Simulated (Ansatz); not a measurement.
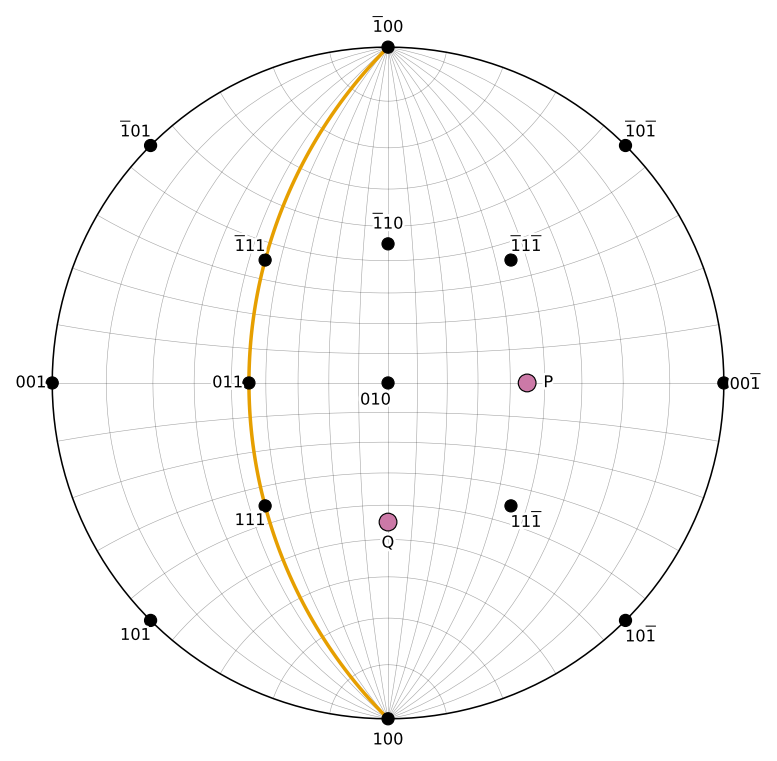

For Si4Ge, the end point of a relaxation with Ansatz 0.2.0, DFT PBE, scalar-relativistic, plane waves, PAW; the starting structure was generated, so it need not be a known form of this composition: stereographic projection of plane normals (upper hemisphere) centred on (0 1 0). Symmetry computed with spglib at a tolerance of 0.002 Å; standard conventional cell.

a = 5.759 Å, b = 5.759 Å, c = 5.759 Å, α = 90.00°, β = 90.00°, γ = 90.00°.

Q: Index the poles marked P, Q.

A: P is (0 1 −1), 45.0° from the centre; Q is (1 1 0), 45.0° from the centre.

Q: Which zone does the coloured great circle trace?

A: The zone [0 1 −1]: its poles satisfy k − l = 0.

Q: What is the angle between the normals of (0 1 0) and (−1 1 0), and what are their d_hkl = 1/|g|?

A: 45.0°; d = 5.759 Å and 4.072 Å.
